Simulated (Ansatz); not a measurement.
**C2H4BClF (charge +1): density, localisation and related maps**

The calculation's input:

```
crystal:
  periodic: [false, false, false]
  atoms:
    - {symbol: C, position_ang: [-1.433030, -0.302477, -1.153816]}
    - {symbol: C, position_ang: [-0.748298, 0.417970, -0.194692]}
    - {symbol: B, position_ang: [0.682831, -0.194416, -1.140803]}
    - {symbol: Cl, position_ang: [1.543902, -1.506541, -0.486474]}
    - {symbol: F, position_ang: [1.025022, 0.590895, -2.117865]}
    - {symbol: H, position_ang: [-1.674237, 0.135262, -2.141040]}
    - {symbol: H, position_ang: [-1.730735, -1.353377, -0.978265]}
    - {symbol: H, position_ang: [-0.615361, 0.004783, 0.821096]}
    - {symbol: H, position_ang: [-0.575718, 1.503656, -0.336420]}
basis:
  gaussian: {orbitals: def2-TZVPD}
total_charge: 1
hamiltonian: {xc: {name: PBE0}}
output: {forces: true, orbitals: {seedname: orbitals}}
```

Run with:

```sh
ansatz run input.yaml --threads 2 --pin off --max-ram 4350MiB --events-out events.jsonl --progress --plain --runs-dir runs
```

Geometry: PBE-D3(BJ)/def2-SVP.

Theory: isolated molecule in a Gaussian basis; Kohn-Sham density functional theory, functional PBE0 in Ansatz.

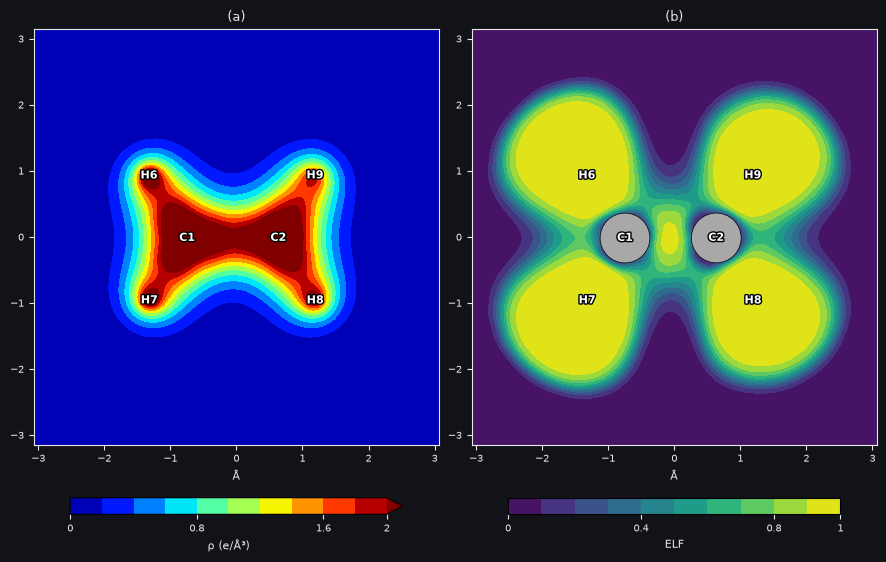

Figure 1. (a) electron density; (b) ELF on the plane of atoms C2, C1 and H6. Grey discs cover the atomic cores in the ELF map.

### What does the map show?

Atoms in the plane: C and H.
C–C (1.38 Å): ρ at the midpoint is about 2.2 e/Å³; the ELF peaks at about 0.95 between the atoms, as expected for a covalent bond.
C–H (1.10 Å): ρ is about 2 e/Å³ halfway; the ELF climbs to about 1 towards the hydrogen, as it does in any bond to H; an ordinary covalent bond to hydrogen.

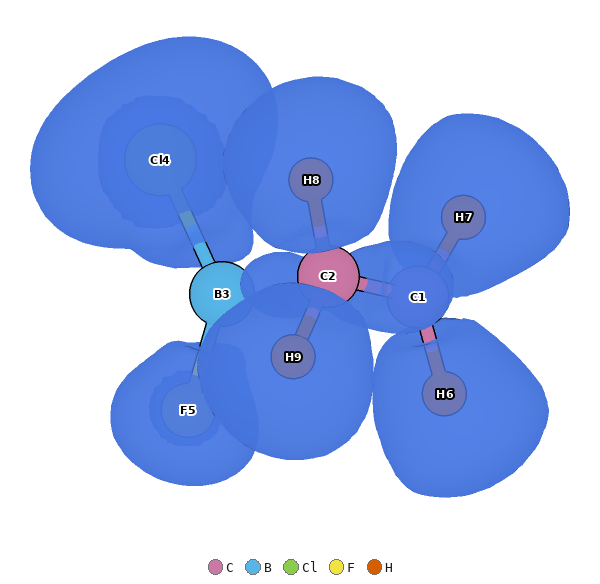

Figure 2. Isosurface of the ELF at 0.75 (blue), seen at an oblique angle. Core shells and regions of very low density are left out.

### Where are the electrons localised?

The ELF exceeds this value in one region between bonded C–C atoms (shared pairs), four regions around hydrogen nuclei, one region on Cl in which the atom's valence shell and bonds are merged and one region on F in which the atom's valence shell and bonds are merged. Profiles from the grid: B–F (1.30 Å): the ELF peaks at about 0.85 between the atoms, as expected for a shared but strongly polarised pair.

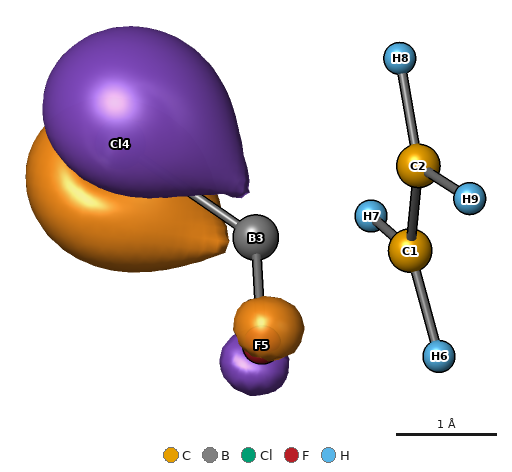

Figure 3. The HOMO−1 at ±0.2 Å⁻³ᐟ² (orange and purple are the two phases), seen at a tilt.

### Where does this orbital lie, and at what energy?

It lies mainly on Cl4 (about 80 %) and B3 (about 10 %); largely a lone pair of Cl4. Its energy is −15.63 eV.
